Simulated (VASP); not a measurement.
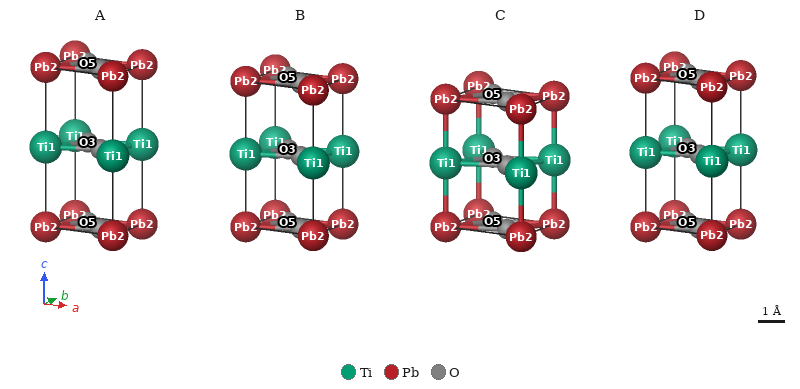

4 geometries from one relaxation of a crystal of TiPbO4 (a generated structure, set up in P6/mmm), in shuffled order. A ball-and-stick model of the cell of the calculation, seen slightly off an axis.

The run lets cell and atoms move.

The calculation used Kohn-Sham DFT of a periodic cell, PBE, VASP PAW PBE potentials, recommended (VASP 6.6.1). Set-up: plane-wave cutoff 520 eV; k-point mesh 4 × 4 × 3; occupations gaussian; smearing width 0.15 eV; no spin polarisation.

### Order the frames from highest to lowest energy.

C, B, D, A. They are steps 0, 1, 3, 7, at +666 meV per atom, +68.6 meV per atom, +52.7 meV per atom relative to the last. No atom moves by more than 0.005 Å relative to the cell. The volume changes by −1.1 %, with a = b 4.292 → 3.819 Å (−11.0 %), c 4.966 → 6.206 Å (+25.0 %). Some distances before and after: Pb–Ti 2.483 → 3.103 Å, O–Ti 2.478 → 2.205 Å, O–Pb 2.478 → 2.205 Å. The space group stays P6/mmm (No. 191). After 7 geometry steps the energy has fallen by 666 meV per atom. All forces vanish by symmetry, so only the cell relaxes. Pressure: −5.72 GPa at the start and 0.13 GPa at the end.
